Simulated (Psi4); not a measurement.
# BHO2 (oxoborinic acid): B3LYP/6-31G(d) (spherical functions)

Aim: the energy change on altering one bond length of BHO2 (oxoborinic acid) at B3LYP/6-31G* (spherical functions), from 2 runs. 

Program for the calculation: Psi4 1.11.

### 1 The system as given

BHO2: 4 atoms, total charge 0, spin state singlet. SMILES: `O=BO`. The shape is that of a PBE0-D4/def2-TZVP optimisation.

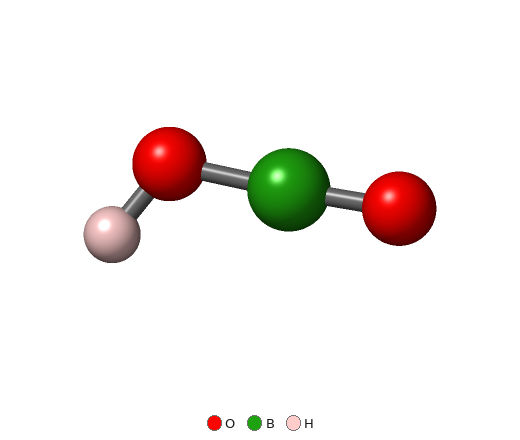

Viewed from a chosen angle; oxygen red, boron green, hydrogen pink.

### 2 Energy and forces at B3LYP/6-31G(d) (spherical functions)

The input, bho2.py:

```python
import psi4

psi4.set_memory(1600000000)
psi4.set_num_threads(1)
psi4.core.set_output_file('run.log', False)

mol = psi4.geometry("""
0 1
O     -1.555100     0.523500     0.428500
B     -0.423900     0.132000     0.248600
O      0.816700    -0.302000     0.108600
H      1.162300    -0.353500    -0.785700
symmetry c1
""")

psi4.set_options({
    'basis': '6-31G*',
    'puream': True,
    'e_convergence': 1e-09,
    'd_convergence': 1e-08,
    'scf_type': 'pk',
    'dft_radial_points': 99,
    'dft_spherical_points': 590,
})

e_tot, wfn = psi4.gradient("B3LYP", molecule=mol, return_wfn=True)
psi4.oeprop(wfn, "QUADRUPOLE", "MAYER_INDICES", "MULLIKEN_CHARGES")
print('gradient / Eh bohr^-1')
print(e_tot.np.round(6))
print(f'energy = {wfn.energy():.10f} Eh')
```

Command:

```console
$ python bho2.py
```

run.log:

```text
[...]
  Running in c1 symmetry.
[...]
  Nuclear repulsion =   54.005576575383920
[...]
  Multiplicity = 1
[...]
  Nalpha       = 11
  Nbeta        = 11
[...]
    Number of basis functions: 44
[...]
   @RKS iter   1:  -175.69181319351844   -3.05330e-01   1.95438e-02 DIIS/ADIIS
[...]
   @RKS iter  11:  -175.97472733343588   -2.27374e-13   2.15903e-09 DIIS
[...]
    Orbital Energies [Eh]
    ---------------------
    Doubly Occupied:
       1A    -19.212427     2A    -19.125801     3A     -6.804237
       4A     -1.083922     5A     -0.966767     6A     -0.616715
       7A     -0.451254     8A     -0.420093     9A     -0.397754
      10A     -0.329955    11A     -0.318178
[...]
  @RKS Final Energy:  -175.97472733343588
   => Energetics <=
    Nuclear Repulsion Energy =             54.0055765753839196
    One-Electron Energy =                -347.9073248235851565
    Two-Electron Energy =                 135.4609547252057666
    DFT Exchange-Correlation Energy =     -17.5339338104404270
    Empirical Dispersion Energy =           0.0000000000000000
    VV10 Nonlocal Energy =                  0.0000000000000000
    Total Energy =                       -175.9747273334358795
[...]
  -Total Gradient:
     Atom            X                  Y                   Z
    ------   -----------------  -----------------  -----------------
       1        0.008853172733    -0.003055677001    -0.001505189564
       2       -0.003521149730     0.001142509679     0.001488339077
       3       -0.003464248186     0.001778369571    -0.006585570355
       4       -0.001867244369     0.000134499269     0.006603745098
[...]
 Multipole Moments:
 ------------------------------------------------------------------------------------
     Multipole            Electronic (a.u.)      Nuclear  (a.u.)        Total (a.u.)
 ------------------------------------------------------------------------------------
 L = 1.  Multiply by 2.5417464519 to convert [e a0] to [Debye]
 Dipole X            :         -0.3297007            1.4880401            1.1583394
 Dipole Y            :          0.1063013           -0.4555203           -0.3492191
 Dipole Z            :          0.1484594           -0.9694934           -0.8210339
 Magnitude           :                                                    1.4621220
 L = 2.  Multiply by 1.3450342976 to convert [e a0^2] to [Debye ang]
 Quadrupole XX       :       -101.9279977           88.6282701          -13.2997276
 Quadrupole XY       :         31.2366768          -30.4849345            0.7517424
[...]
  Mulliken Charges: (a.u.)
   Center  Symbol    Alpha    Beta     Spin     Total
       1     O     4.17366  4.17366  0.00000 -0.34731
       2     B     2.28154  2.28154  0.00000  0.43691
       3     O     4.27043  4.27043  0.00000 -0.54086
       4     H     0.27437  0.27437  0.00000  0.45126
   Total alpha = 11.00000, Total beta = 11.00000, Total charge =  0.00000
  Mayer Bond Indices:
[...]
```

Standard output:

```text
Memory set to   1.490 GiB by Python driver.
  Threads set to 1 by Python driver.
gradient / Eh bohr^-1
[[ 0.008853 -0.003056 -0.001505]
 [-0.003521  0.001143  0.001488]
 [-0.003464  0.001778 -0.006586]
 [-0.001867  0.000134  0.006604]]
energy = -175.9747273334 Eh
```

It took 14 s on 1 thread of Intel Xeon Platinum 8175M at 2.50GHz (Skylake/Cascade Lake), shared host; peak memory 0.48 GiB.

### 3 The distorted shape

The input, calc.in:

```
memory 1600 mb

molecule {
  0 1
  O     -1.831563     0.564697     1.143896
  B     -0.700363     0.173197     0.963996
  O      0.540237    -0.260803     0.823996
  H      1.162300    -0.353500    -0.785700
  symmetry c1
}

set puream true
set e_convergence 1e-09
set d_convergence 1e-08
set scf_type pk
set dft_radial_points 99
set dft_spherical_points 590

E, wfn = gradient('b3lyp/6-31G*', return_wfn=True)
```

Command:

```console
$ psi4 calc.in calc.out -n 1
```

calc.out:

```text
[...]
  Running in c1 symmetry.
[...]
  Nuclear repulsion =   51.493115201107990
[...]
  Multiplicity = 1
[...]
  Nalpha       = 11
  Nbeta        = 11
[...]
    Number of basis functions: 44
[...]
   @RKS iter   1:  -175.44083296472422   -3.31064e-01   2.08129e-02 DIIS/ADIIS
[...]
   @RKS iter  12:  -175.84030605021917   -3.18323e-12   9.76382e-09 DIIS
[...]
    Orbital Energies [Eh]
    ---------------------
    Doubly Occupied:
       1A    -19.224307     2A    -19.130778     3A     -6.793899
       4A     -1.013786     5A     -0.970028     6A     -0.488000
       7A     -0.419028     8A     -0.400021     9A     -0.399174
      10A     -0.327302    11A     -0.313305
[...]
  @RKS Final Energy:  -175.84030605021917
   => Energetics <=
    Nuclear Repulsion Energy =             51.4931152011079902
    One-Electron Energy =                -343.2077062447906997
    Two-Electron Energy =                 133.2621235625261704
    DFT Exchange-Correlation Energy =     -17.3878385690626232
    Empirical Dispersion Energy =           0.0000000000000000
    VV10 Nonlocal Energy =                  0.0000000000000000
    Total Energy =                       -175.8403060502191693
[...]
 Multipole Moments:
 ------------------------------------------------------------------------------------
     Multipole            Electronic (a.u.)      Nuclear  (a.u.)        Total (a.u.)
 ------------------------------------------------------------------------------------
 L = 1.  Multiply by 2.5417464519 to convert [e a0] to [Debye]
 Dipole X            :         -0.6030153            1.7472574            1.1442421
 Dipole Y            :          0.1678850           -0.4941475           -0.3262625
 Dipole Z            :          0.5986914           -1.6402630           -1.0415716
 Magnitude           :                                                    1.5813312
[...]
  -Total Gradient:
     Atom            X                  Y                   Z
    ------   -----------------  -----------------  -----------------
       1        0.020408593186    -0.006900773501    -0.005242764618
       2       -0.022272703719     0.006602773754     0.017157562220
       3       -0.034831562361     0.007365986388     0.063325951712
       4        0.036697015403    -0.007068167991    -0.075244454127
[...]
```

It took 15 s on 1 thread of Intel Xeon Platinum 8175M at 2.50GHz (Skylake/Cascade Lake), shared host; peak memory 0.47 GiB.

### 4 Summary of results

At B3LYP/6-31G* (spherical functions):

| quantity | value |
| --- | --- |
| first shape: total energy | -175.97473 Eh |
| first shape: dipole moment | 3.72 D |
| first shape: HOMO energy | -8.66 eV |
| first shape: LUMO energy | 0.37 eV |
| first shape: HOMO–LUMO gap | 9.02 eV |
| first shape: largest force on an atom | 0.488 eV/Å |
| distorted shape: total energy | -175.84031 Eh |
| distorted shape: dipole moment | 4.02 D |
| distorted shape: HOMO energy | -8.53 eV |
| distorted shape: LUMO energy | -5.32 eV |
| distorted shape: HOMO–LUMO gap | 3.21 eV |
| distorted shape: largest force on an atom | 4.320 eV/Å |
| energy change with the O3–H4 bond stretched from 0.960 to 1.728 Å | 3.658 eV |

What this shows: With the O3–H4 bond stretched from 0.960 to 1.728 Å the energy rises by 3.66 eV (353 kJ/mol). The first shape isn't relaxed at this level, so the change isn't measured from a minimum. The largest force (first shape) is 0.49 eV/Å: the shape isn't a stationary point for this species at this level. Mulliken charges (first shape) run from -0.54 on O3 to +0.45 on H4.
